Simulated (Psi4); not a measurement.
**B3LYP/6-31G(d) (Cartesian functions) run of CHClFNSi (SMILES FC1=N[SiH]1Cl)**

Aim: the vertical singlet–triplet gap of CHClFNSi at B3LYP/6-31G* (Cartesian functions), from 2 runs. 

The results are computed with Psi4 1.11.

2 further runs of the same task are left out: 2 set aside as unsound or not needed.

## (1) Starting point

CHClFNSi: 6 atoms, total charge 0, spin state singlet. As SMILES, `FC1=N[SiH]1Cl`. The shape is that of a PBE0-D4/def2-TZVP optimisation.

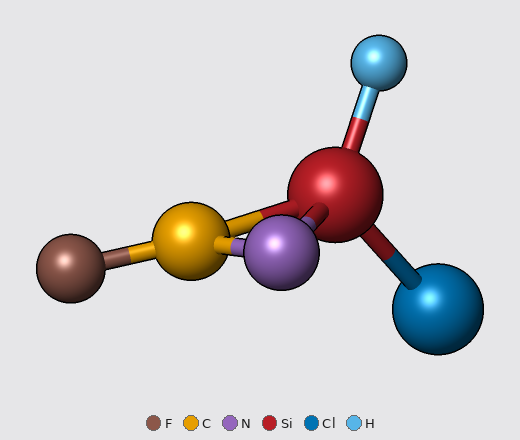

The structure, seen from a chosen angle (fluorine brown, carbon amber, nitrogen purple, silicon red, chlorine blue, hydrogen blue).

## (2) The energy at B3LYP/6-31G(d) (Cartesian functions)

The input, chclfnsi.xyz:

```xyz
6
CHClFNSi
F      0.158300    -2.281300    -0.638700
C      0.216600    -1.043700    -0.212100
N      1.240300    -0.391700     0.161000
Si    -0.233900     0.593200     0.234800
Cl    -0.525700     2.070200    -1.116500
H     -0.813600     0.989400     1.525400
```

The input, job.py:

```python
import psi4

psi4.set_memory('2200 MB')
psi4.set_num_threads(1)
psi4.set_output_file('run.log', False)

with open('chclfnsi.xyz') as f:
    atoms = ''.join(f.readlines()[2:])
geom = psi4.geometry('0 1\n' + atoms + 'symmetry c1\nno_reorient\nno_com')

psi4.set_options({
    'puream': False,
    'e_convergence': 1e-09,
    'd_convergence': 1e-08,
    'scf_type': 'pk',
    'dft_radial_points': 99,
    'dft_spherical_points': 590,
})

result = psi4.energy("b3lyp/6-31G*", molecule=geom)
print(f'b3lyp/6-31G* energy: {result:.10f} Eh')
```

Started as:

```
$ python job.py
```

run.log, shortened:

```text
[...]
  Running in c1 symmetry.
[...]
  Nuclear repulsion =  257.916144657430209
[...]
  Multiplicity = 1
[...]
  Nalpha       = 27
  Nbeta        = 27
[...]
    Number of basis functions: 85
[...]
   @RKS iter   1:  -942.74206304807808    1.41977e-01   8.27824e-03 ADIIS/DIIS
[...]
   @RKS iter  13:  -942.97428815800788   -1.02318e-12   4.23067e-09 DIIS
[...]
    Orbital Energies [Eh]
    ---------------------
    Doubly Occupied:
       1A   -101.567144     2A    -66.215072     3A    -24.748308
       4A    -14.354837     5A    -10.324311     6A     -9.486846
       7A     -7.248107     8A     -7.242138     9A     -7.241594
      10A     -5.361584    11A     -3.721546    12A     -3.720357
      13A     -3.718674    14A     -1.265739    15A     -0.965691
      16A     -0.860010    17A     -0.624102    18A     -0.568942
      19A     -0.503701    20A     -0.493824    21A     -0.458354
      22A     -0.429456    23A     -0.393313    24A     -0.368055
      25A     -0.348250    26A     -0.344307    27A     -0.269081
[...]
  @RKS Final Energy:  -942.97428815800788
   => Energetics <=
    Nuclear Repulsion Energy =            257.9161446574302090
    One-Electron Energy =               -1814.4531092227664431
    Two-Electron Energy =                 671.9307792885251729
    DFT Exchange-Correlation Energy =     -58.3681028811966911
    Empirical Dispersion Energy =           0.0000000000000000
    VV10 Nonlocal Energy =                  0.0000000000000000
    Total Energy =                       -942.9742881580078802
[...]
 Multipole Moments:
 ------------------------------------------------------------------------------------
     Multipole            Electronic (a.u.)      Nuclear  (a.u.)        Total (a.u.)
 ------------------------------------------------------------------------------------
 L = 1.  Multiply by 2.5417464519 to convert [e a0] to [Debye]
 Dipole X            :          2.3710358           -3.0588997           -0.6878638
 Dipole Y            :        -28.0093724           28.2548071            0.2454347
 Dipole Z            :         38.2778009          -37.9113076            0.3664933
 Magnitude           :                                                    0.8171366
[...]
```

On the terminal:

```text
b3lyp/6-31G* energy: -942.9742881580 Eh
```

It took 24 s on 1 thread of Intel Xeon Platinum 8259CL at 2.50GHz (Skylake/Cascade Lake), shared host; peak memory 0.97 GiB.

## (3) The triplet at the same level

The input, chclfnsi.dat:

```
memory 2200 mb

molecule {
  0 3
  F      0.158300    -2.281300    -0.638700
  C      0.216600    -1.043700    -0.212100
  N      1.240300    -0.391700     0.161000
  Si    -0.233900     0.593200     0.234800
  Cl    -0.525700     2.070200    -1.116500
  H     -0.813600     0.989400     1.525400
  symmetry c1
}

set basis 6-31G*
set reference uks
set puream false
set e_convergence 1e-09
set d_convergence 1e-08
set scf_type pk
set dft_radial_points 99
set dft_spherical_points 590
set maxiter 100

e_tot, wfn = energy("b3lyp", return_wfn=True)
```

Started as:

```
$ psi4 -i chclfnsi.dat -o chclfnsi.out -n 1
```

chclfnsi.out, shortened:

```text
[...]
  Running in c1 symmetry.
[...]
  Nuclear repulsion =  257.916144657430209
[...]
  Multiplicity = 3
[...]
  Nalpha       = 28
  Nbeta        = 26
[...]
    Number of basis functions: 85
[...]
   @UKS iter   1:  -942.48858304942121    3.95457e-01   9.15335e-03 ADIIS/DIIS
[...]
   @UKS iter  19:  -942.81663532031939   -3.03544e-11   9.38216e-09 DIIS
[...]
   @S^2 Observed:                2.008638213E+00
[...]
    Orbital Energies [Eh]
    ---------------------
    Alpha Occupied:
       1A   -101.572835     2A    -66.234120     3A    -24.730179
       4A    -14.360273     5A    -10.284672     6A     -9.492571
       7A     -7.253536     8A     -7.248576     9A     -7.247060
      10A     -5.377960    11A     -3.739576    12A     -3.737172
      13A     -3.733931    14A     -1.248396    15A     -0.971138
      16A     -0.866002    17A     -0.613270    18A     -0.582103
      19A     -0.499407    20A     -0.495109    21A     -0.472099
      22A     -0.433258    23A     -0.396264    24A     -0.377139
      25A     -0.359265    26A     -0.352491    27A     -0.302358
      28A     -0.107207
    Alpha Virtual:
[...]
  @UKS Final Energy:  -942.81663532031939
   => Energetics <=
    Nuclear Repulsion Energy =            257.9161446574302090
    One-Electron Energy =               -1814.3558343978431822
    Two-Electron Energy =                 672.0145519920313291
    DFT Exchange-Correlation Energy =     -58.3914975719376415
    Empirical Dispersion Energy =           0.0000000000000000
    VV10 Nonlocal Energy =                  0.0000000000000000
    Total Energy =                       -942.8166353203193921
[...]
 Multipole Moments:
 ------------------------------------------------------------------------------------
     Multipole            Electronic (a.u.)      Nuclear  (a.u.)        Total (a.u.)
 ------------------------------------------------------------------------------------
 L = 1.  Multiply by 2.5417464519 to convert [e a0] to [Debye]
 Dipole X            :         -0.1801422           -0.4624778           -0.6426200
 Dipole Y            :         -0.9627893            1.4357175            0.4729282
 Dipole Z            :         -2.3033660            2.7001277            0.3967617
 Magnitude           :                                                    0.8910900
[...]
```

Wall time 50 s (1 thread of Intel Xeon Platinum 8259CL at 2.50GHz (Skylake/Cascade Lake), shared host); peak memory 0.97 GiB.

## (4) Results

Level: B3LYP/6-31G* (Cartesian functions).

```
                                        quantity          value
                           singlet: total energy  -942.97429 Eh
                          singlet: dipole moment         2.08 D
                            singlet: HOMO energy       -7.32 eV
                            singlet: LUMO energy       -0.80 eV
                          singlet: HOMO–LUMO gap        6.52 eV
                           triplet: total energy  -942.81664 Eh
                          triplet: dipole moment         2.26 D
     triplet: HOMO energy (highest over α and β)       -2.92 eV
                                   triplet: ⟨S²⟩          2.009
vertical energy of the triplet above the singlet       4.290 eV
```

**Reading.** At this shape the triplet lies 4.29 eV (99 kcal/mol) above the singlet.
